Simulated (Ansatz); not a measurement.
A series of calculations on Si₂H₅OCl

**1. Relaxation**

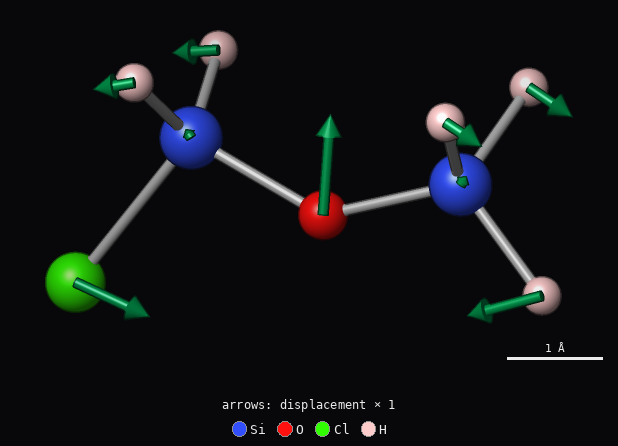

This is a relaxation of Si$_{2}$H$_{5}$OCl. The starting structure is drawn; green arrows show the displacements, at their true length. The two geometries are superimposed by the best rigid fit.

A ball-and-stick model, seen at a tilt.

The run prepares an end point of a later path (hydrogen shift) calculation, from a guessed geometry.

The calculation used RKS r2SCAN-D4/def2-SVP (Ansatz). (no spin polarisation; force threshold 0.02 eV/Å; at most 50 steps)

Q: Describe the change and its energy.

A: The atom that moves furthest after the best rigid fit is the O atom (1.08 Å). By element the largest moves are O 1.08 Å, Cl 0.92 Å, H 0.89 Å, Si 0.12 Å. Near-neighbour distances that change, for instance: H–Si 1.424 → 1.484 Å, O–Si 1.607 → 1.665 Å, H–Si 1.527 → 1.489 Å, H–Si 1.460 → 1.491 Å. Bond angles that change, for instance: Si–O–Si 138.9° → 151.1°, O–Si–Cl 103.0° → 109.8°, O–Si–H 114.5° → 110.2°. Groups turn about O–Si by about 175°, O–Si by about 170°. Over 16 accepted moves (19 points after the start) the energy falls by 6.26 kcal/mol. The largest force component goes from 2.3 to 0.0081 eV/Å. The line search rejected the trial steps at points 6, 9, 13 of the run. The forces were under the threshold at step 17, but the run went on from there. Cost: 56 s on 2 threads of AMD EPYC 7R43 64-Core Processor (Zen 3) (shared host), peak memory 0.17 GiB.

**2. Relaxation**

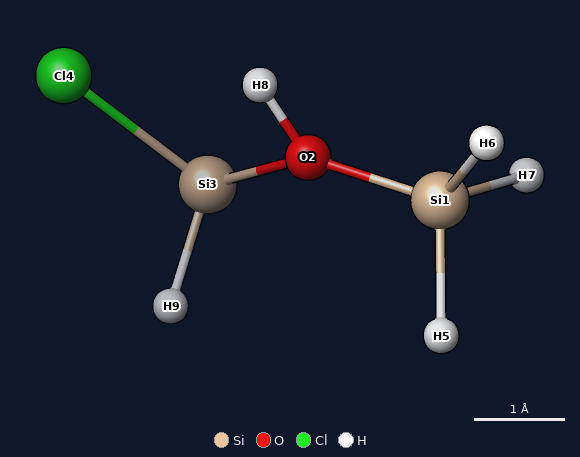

This is the input geometry for a relaxation of Si2H5OCl. Style: ball-and-stick. Shown at a tilt.

The run prepares an end point of a later path (hydrogen shift) calculation, from a guessed geometry.

The calculation used RKS r2SCAN-D4/def2-SVP in Ansatz 0.2.0.

The input:
```yaml
crystal:
  periodic: [false, false, false]
  atoms:
    - { symbol: Si, position_ang: [0.478, 1.4412, 0.302] }
    - { symbol: O, position_ang: [0.4911, -0.165, 0.2467] }
    - { symbol: Si, position_ang: [-0.4694, -1.4107, -0.3029] }
    - { symbol: Cl, position_ang: [0.6589, -3.114, 0.1543] }
    - { symbol: H, position_ang: [0.335, 2.0028, -1.1109] }
    - { symbol: H, position_ang: [1.6492, 2.035, 0.9401] }
    - { symbol: H, position_ang: [-0.7423, 1.913, 1.0563] }
    - { symbol: H, position_ang: [0.95343, -0.86611, 0.77091] }
    - { symbol: H, position_ang: [-0.6124, -1.3243, -1.7172] }
basis:
  gaussian: { orbitals: def2-SVP }
hamiltonian:
  xc: r2scan
  dispersion: d4
relax:
  f_tol: 0.02
  max_steps: 50
```

Launched with:
```bash
ansatz run input.yaml --threads 2 --pin off --max-ram 3072MiB --backend cpu --events-out ev --progress --plain --runs-dir out
```

> Predict the outcome.

The largest move after the best rigid fit is that of H8, 1.91 Å. By element the largest moves are H 1.91 Å, O 0.92 Å, Cl 0.92 Å, Si 0.71 Å. Some distances before and after: Si3–H8 1.864 → 2.501 Å, O2–Si3 1.666 → 2.035 Å, Si1–O2 1.607 → 1.733 Å, Si3–H9 1.424 → 1.528 Å. Among the angles between lasting bonds that change: Si1–O2–Si3 138.9° → 114.6°, Si3–O2–H8 85.1° → 107.0°, O2–Si3–H9 109.9° → 88.6°. Over 37 accepted moves (38 points after the start) the energy falls by 239.3 kJ/mol. Largest force component: 7.7 eV/Å at the start, 0.016 eV/Å at the end. The line search rejected the trial step at point 19 of the run.

History of the run:

| step | E − E(0), kJ/mol | largest force component, eV/Å | note |
| --- | --- | --- | --- |
| 0 | 0.00 | 7.7181 |  |
| 1 | -148.05 | 4.2033 |  |
| 2 | -214.08 | 0.9822 |  |
| 3 | -224.92 | 0.6744 |  |
| 4 | -228.86 | 0.6570 |  |
| 5 | -230.06 | 1.0900 |  |
| 6 | -231.97 | 0.4150 |  |
| 7 | -232.97 | 0.2525 |  |
| 8 | -233.30 | 0.1548 |  |
| 9 | -233.37 | 0.0849 |  |
| 10 | -233.47 | 0.0433 |  |
| 11 | -233.50 | 0.0447 |  |
| 13 | -233.57 | 0.0248 |  |
| 14 | -233.65 | 0.0388 |  |
| 16 | -233.79 | 0.0748 |  |
| 17 | -233.89 | 0.0676 |  |
| 19 | -233.91 | 0.1351 | rejected |
| 20 | -234.05 | 0.0643 |  |
| 22 | -234.15 | 0.0637 |  |
| 23 | -234.21 | 0.0613 |  |
| 25 | -234.29 | 0.1148 |  |
| 26 | -234.47 | 0.1082 |  |
| 28 | -236.04 | 0.2862 |  |
| 29 | -236.59 | 0.1860 |  |
| 31 | -237.83 | 0.1919 |  |
| 32 | -238.41 | 0.1159 |  |
| 34 | -239.06 | 0.1201 |  |
| 35 | -239.16 | 0.0679 |  |
| 37 | -239.26 | 0.0272 |  |
| 38 | -239.26 | 0.0159 |  |

The structure at the end:

```xyz
9

Si    0.4727    1.4468    0.3754
O     0.2070    0.0420   -0.6034
Si   -0.7028   -1.5014    0.3614
Cl    1.2290   -2.4791    0.4858
H     1.3732    2.3112   -0.4342
H     1.1110    1.0535    1.6558
H    -0.8627    2.0548    0.5646
H     0.9830   -0.3276   -1.0652
H    -1.0689   -2.0883   -1.0010
```

The end point in the same view:

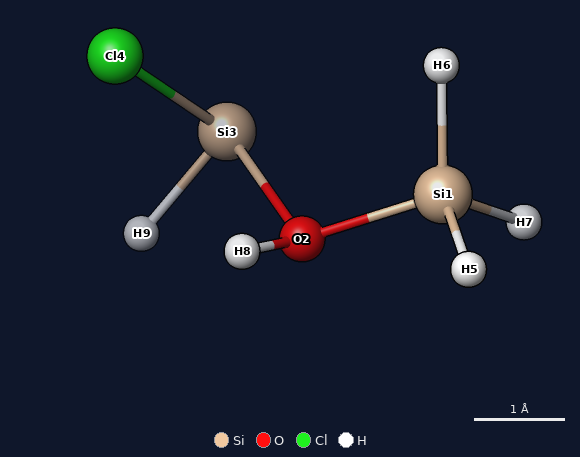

**3. Path**

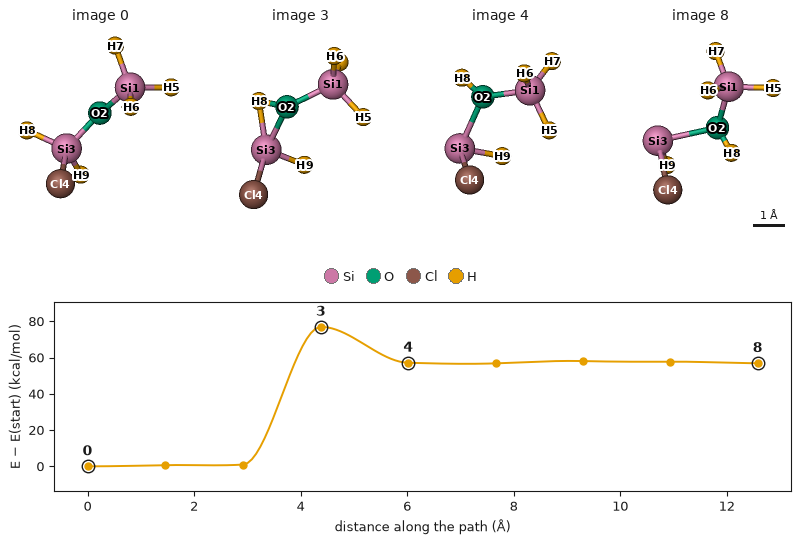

NEB run on Si₂H₅OCl. Images are numbered from 0 (start) to 8 (end). A ball-and-stick model, seen from a free direction.

Level of theory: RKS r2SCAN-D4/def2-SVP in Ansatz. Run with 7 movable images; climbing image; force threshold 0.05 eV/Å; iteration limit 60; starting path through a guess of the saddle point.

### Read off the barrier and say what moves.

The energy climbs by 77.0 kcal/mol to image 3 and then falls by 20.0 kcal/mol, so the end point sits at +56.9 kcal/mol. The path has more than one stage, and so few images may leave a stage unresolved. Breaking: Si3–H8 (1.48 → 1.66 at the top → 2.50 Å). Forming: O2–H8 (2.56 → 1.23 at the top → 0.98 Å). The band converged in 49 iterations. The largest component of the band force went from 85 to 0.045 eV/Å. The climbing image converged on the top of the path. Its vibrational analysis gives one imaginary mode (1369i cm⁻¹), as a transition state must have.

Cost: 16 min on 2 threads of AMD EPYC 7R43 64-Core Processor (Zen 3), with other jobs on the host, peak memory 0.18 GiB.
